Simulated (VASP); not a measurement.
Band structure of IrO$_{2}$ (rutile). Computed with rev-vdW-DF2, VASP's PBE PAW potentials (set 64) (plane waves; VASP).

Unless said otherwise, spin-orbit coupling is left out, though it shifts the bands of the heavy elements here.

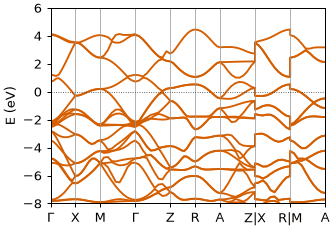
Figure: Bands along high-symmetry lines, zero at the valence-band maximum or, without a gap, the Fermi level

Problem. Read the plot: is there a gap, and where are the band edges?

Solution. It has no gap at this level: it comes out as a metal or semimetal. (Edges off the drawn lines would not show.)

The compound is IrO2 in the rutile structure. It was relaxed first.
